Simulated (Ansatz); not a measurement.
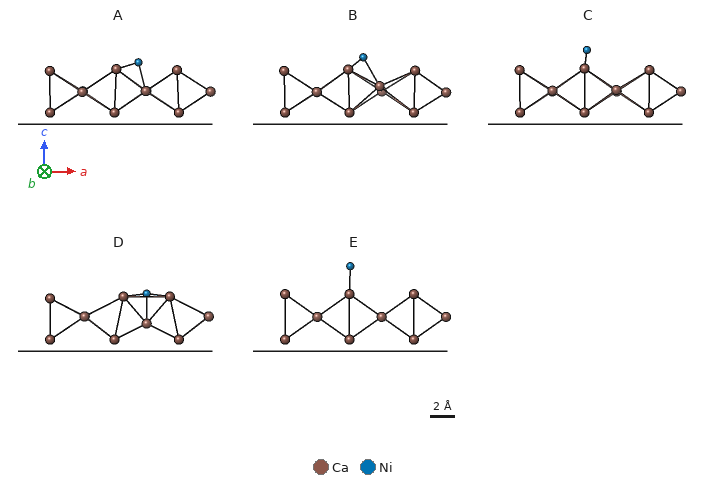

5 geometries from one constrained relaxation of a slab of composition Ca18Ni, in shuffled order. Style: ball-and-stick. Shown: the cell of the calculation, outlined in the plane, without the vacuum (origin shifted), along the b axis.

It is Ni on Ca(110), set down by a guess. The run prepares an end point of a later path (adatom hop) calculation, from a guessed geometry. 6 atoms are held fixed.

Method: Ansatz 0.2.0, DFT PBEsol, scalar-relativistic, plane waves, PAW. Set-up: plane-wave cutoff 420 eV; k-point mesh 1 × 2 × 1; occupations fermi dirac; smearing width 0.1 eV; collinear spin; atoms relaxed in a fixed cell; force threshold 0.03 eV/Å; at most 60 steps.

> Put them in the order of the run, from the start to the converged end.

E, C, B, A, D. They are steps 0, 5, 11, 16, 23, at +2.943 eV per cell of the calculation, +1.924 eV per cell of the calculation, +1.283 eV per cell of the calculation, +0.810 eV per cell of the calculation relative to the last. The atom that moves furthest is the Ni atom (3.61 Å at 49° to the normal (−c side)). By element the largest moves are Ni 3.61 Å, Ca 0.82 Å. The cell stays as it was. Among the contacts that change: Ca–Ni 6.359 → 2.755 Å, Ca–Ni 6.313 → 2.755 Å, Ca–Ni 5.169 → 2.594 Å, Ca–Ca 5.580 → 4.017 Å. New bonds form, among them: Ca–Ni (5.17 → 2.59 Å), Ca–Ni (6.31 → 2.75 Å), Ca–Ni (6.36 → 2.75 Å). Bond angles that change, for instance: Ca–Ni–Ca 78.3° → 85.4°. After 22 accepted moves (23 points after the start) the energy has fallen by 2.943 eV per cell of the calculation. Largest force component: 1.1 eV/Å at the start, 0.0056 eV/Å at the end. 1 step only repeated the SCF at the same geometry. The program noted that the starting moments weren't kept. Cost: 2.7 min on 4 threads of AMD EPYC 9R45 96-Core Processor (Zen 5) (shared host), peak memory 3.9 GiB.

Limits of the set-up: the k-point mesh is coarse for a cell with partly filled bands; the periodic images lie only 7.9 Å apart, so the values are limited by the cell's size.
